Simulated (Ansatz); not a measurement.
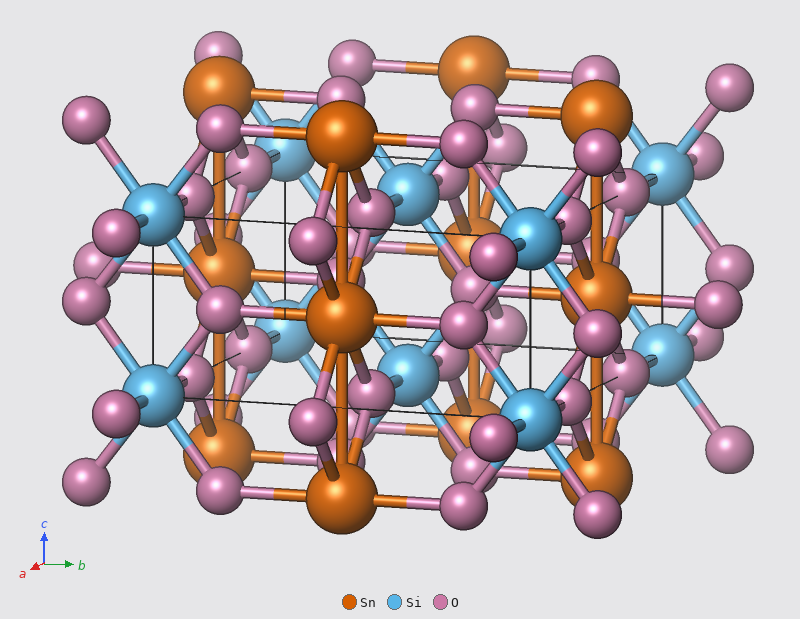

Ball-and-stick representation of a periodic structure, projected slightly off an axis. One conventional unit cell is outlined, and atoms on its boundary appear in each equivalent place. Bonded neighbours in the next cells are drawn too.

SiSnO4, space group Cmmm (No. 65), a = 6.250 Å, b = 6.422 Å, c = 2.945 Å, α = 90.00°, β = 90.00°, γ = 90.00°. Starting structure: a structure type filled with these elements by a generator (whether the compound takes this form wasn't checked). Earlier steps of the study may have refined or changed the cell and positions. Ansatz was used for an electronic-structure calculation on it.

This one geometry was computed with Ansatz (DFT, plane waves, PAW) at five levels of theory: PBE with spin-orbit coupling, PBE, PBE0, HSE06 and r2SCAN. It was relaxed beforehand with r2SCAN.

> Which level gives the highest pressure at this volume, and what does that say about its equilibrium volume?

Highest: PBE with spin-orbit coupling (8.5 GPa) and PBE (8.6 GPa), which points to the largest equilibrium volume. Lowest, with the smallest volume: PBE0 (-1.8 GPa) and HSE06 (-1.7 GPa). Levels within 0.5 GPa of each other can't be told apart.

> How does the band gap change with the level of theory?

PBE: a gap of 2.28 eV, direct; PBE with spin-orbit coupling: a gap of 2.29 eV, direct; r2SCAN: a gap of 3.02 eV, direct; HSE06: a gap of 4.15 eV, direct; PBE0: a gap of 4.89 eV, direct.

> Collect the results in a table.

| level | cutoff (eV) | k-mesh of the run's cell | gap (eV) | pressure (GPa) |
| --- | --- | --- | --- | --- |
| PBE with spin-orbit coupling | 420 | 6×6×8 | 2.29 | 8.5 |
| PBE | 420 | 6×6×8 | 2.28 | 8.6 |
| PBE0 | 420 | 4×4×6 | 4.89 | -1.8 |
| HSE06 | 420 | 4×4×6 | 4.15 | -1.7 |
| r2SCAN | 500 | 6×6×8 | 3.02 | 0.0 |

Gaps are taken on the k-mesh or band path of each run.
